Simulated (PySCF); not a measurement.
SMILES CC[SiH](C)O (C3H10OSi), singlet at its GFN2-xTB optimised geometry (Å):

```
15

Si     0.2716    -0.0864     0.0000
C     -0.4247    -0.9510     1.5458
O      1.9059    -0.0864     0.0000
C     -0.4130    -0.9458    -1.5603
C     -1.9305    -0.8627    -1.6851
H      0.0123     1.3508     0.0000
H      0.0508    -0.5742     2.4467
H     -1.4917    -0.7833     1.6480
H     -0.2670    -2.0269     1.5181
H      2.4121    -0.8938     0.0205
H     -0.1198    -1.9991    -1.5750
H      0.0376    -0.4938    -2.4461
H     -2.2547     0.1751    -1.7053
H     -2.2750    -1.3452    -2.5986
H     -2.4121    -1.3508    -0.8412
```

Method: PBE0/def2-TZVP run with PySCF.

Map of the HOMO−1 amplitude (bohr^(-3/2)) on the plane z = 1.0 Å; orbital energy -8.54 eV, overall sign arbitrary:

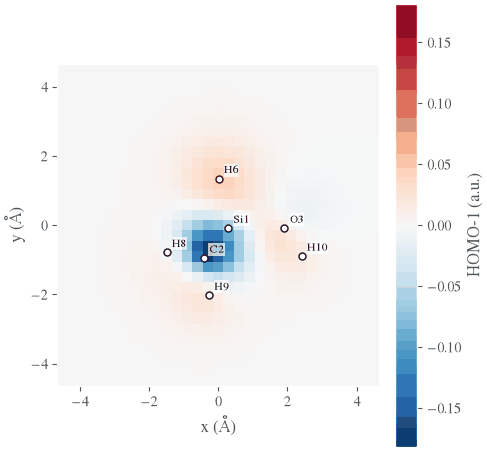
Fig. 1. HOMO−1 amplitude (bohr^(-3/2)) on the plane z = 1.0 Å.
